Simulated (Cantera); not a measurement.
Feed: 1 mol C2F6, 0.19 mol H2, equilibrated at 29.0 Pa.

Cantera equilibrium calculation (NASA polynomials, part measured and part estimated; ideal gas, pure solids and liquids). Candidate condensed phases: C, C6H6, C7H8, C8H18; 95 gas species. The feed counts by its element totals alone. Gases not in the tables: C2F6 and larger saturated fluorocarbons. Rates play no part.

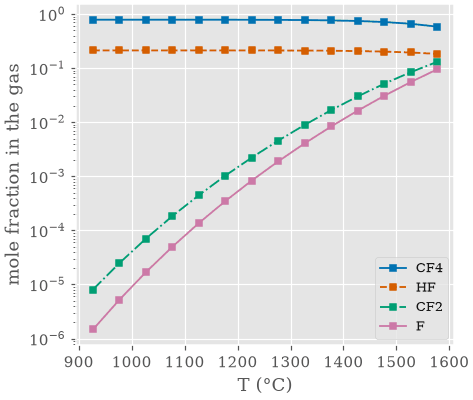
*Equilibrium gas composition (values under 1e-9 drawn at 1e-9)*

Q: Read off the mole fractions at 1077 °C.

A: CF4 about 0.79, HF about 0.21, CF2 about 0.00018, F about 5.0e-5.
